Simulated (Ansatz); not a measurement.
# C3H5FGeN2: what the fields show

```xyz
12

C     0.0850    2.9739    0.3349
C     0.3133    3.7254   -1.6301
C    -0.0080    2.3887   -1.7710
F     0.0162    2.8197    1.6578
Ge   -0.6007    0.1356    0.0852
N     0.3685    4.0816   -0.2906
N    -0.1589    1.8913   -0.4692
H     0.5098    4.4582   -2.4225
H    -0.1423    1.7502   -2.6507
H    -1.9283    0.2086    0.8695
H    -0.7397   -0.6516   -1.2345
H     0.5571   -0.3855    0.9631
```

Geometry: PBE-D3(BJ)/def2-SVP.

Method: isolated molecule in a Gaussian basis; Kohn-Sham density functional theory, functional PBE0 (Ansatz).

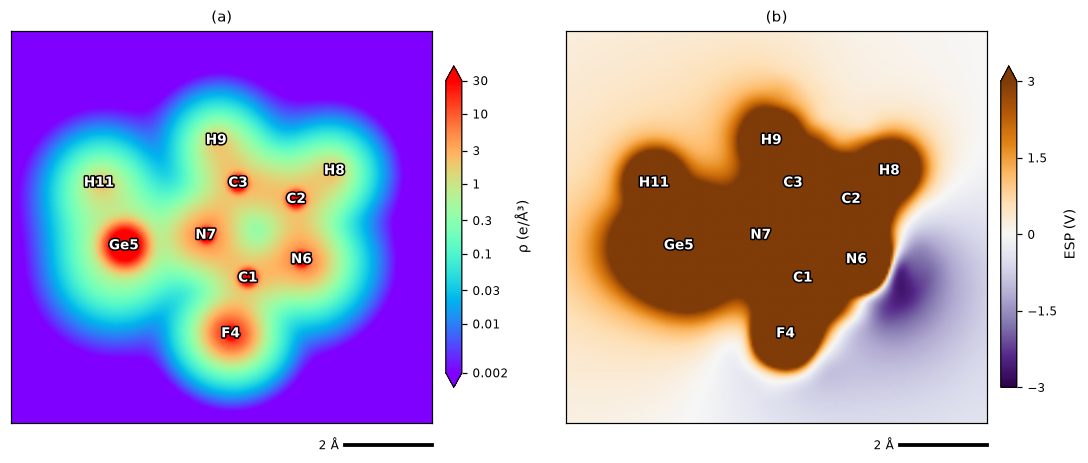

Figure 1. (a) total electron density; (b) electrostatic potential on the plane of atoms C3, C2 and N6.

What do the fields say about this system?

The plane passes through C, F, Ge, N and H nuclei. C–N (1.30 Å): ρ is about 2.7 e/Å³ halfway. C–F (1.33 Å): the density is about 2.4 e/Å³ at the midpoint. C–C (1.38 Å): ρ at the midpoint is about 2.1 e/Å³. Ge–N (1.89 Å): ρ at the midpoint is about 0.85 e/Å³. C–H (1.10 Å): ρ at the midpoint is about 1.9 e/Å³. Outside the dense part of the molecule the potential is most negative (−2.7 V) near N6.

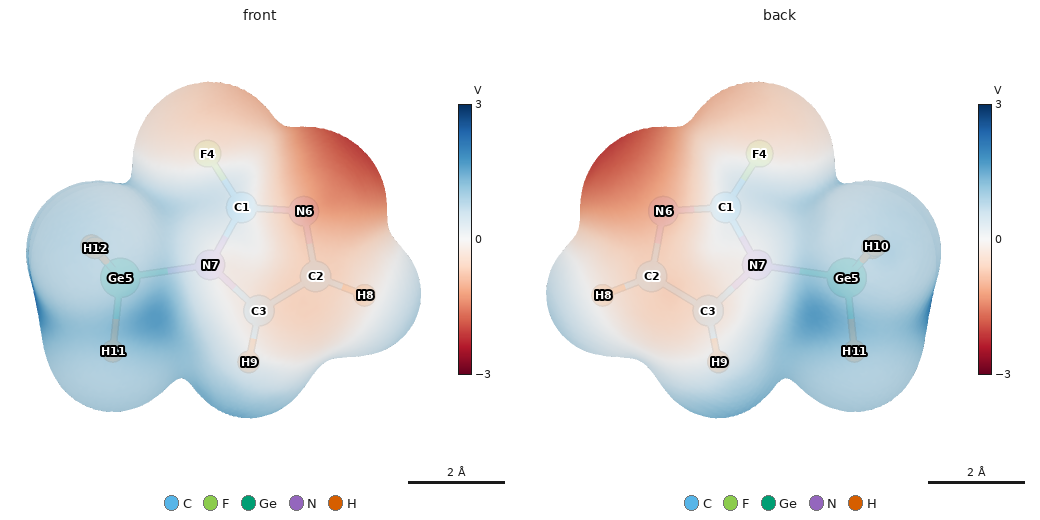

Figure 2. The electrostatic potential painted on the density surface at 0.002 e/bohr³, seen from the front and from behind; the colour scale runs from red (negative) to blue (positive).

Where is the surface potential most negative and most positive?

The most negative region (about −2.0 V, or −46 kcal/mol for a unit charge) lies over N6, the most positive (about +2.1 V, or +48 kcal/mol for a unit charge) over Ge5. N6 is the likeliest acceptor of a hydrogen bond.

How polar is the molecule by this calculation?

Its dipole moment is 4.49 D.

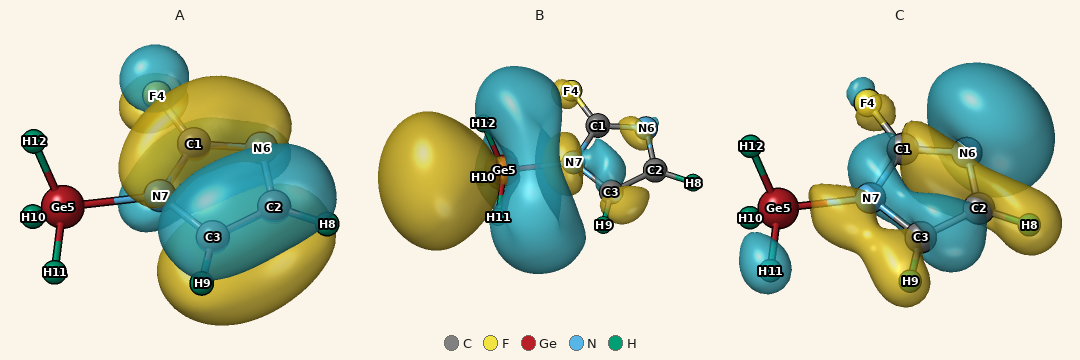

Figure 3. Three frontier orbitals at ±0.06 Å⁻³ᐟ² (yellow and cyan are the two phases), in no order.

Order the three orbitals by energy and name them.

C is the HOMO−1 (−8.27 eV). Its weight (Hirshfeld) is mainly on N6 (about 70 %), C2 (about 10 %) and C1 (about 10 %); largely a lone pair of N6. A is the HOMO (−6.66 eV). Its weight (Hirshfeld) is mainly on C3 (about 30 %), C2 (about 25 %), C1 (about 20 %), N6 (about 5 %), N7 (about 5 %) and F4 (about 5 %). B is the LUMO (−0.30 eV). Its weight (Hirshfeld) is mainly on Ge5 (about 60 %), N7 (about 10 %), H11 (about 10 %), H10 (about 5 %) and H12 (about 5 %).

What is the HOMO–LUMO gap?

6.36 eV between the orbital energies.
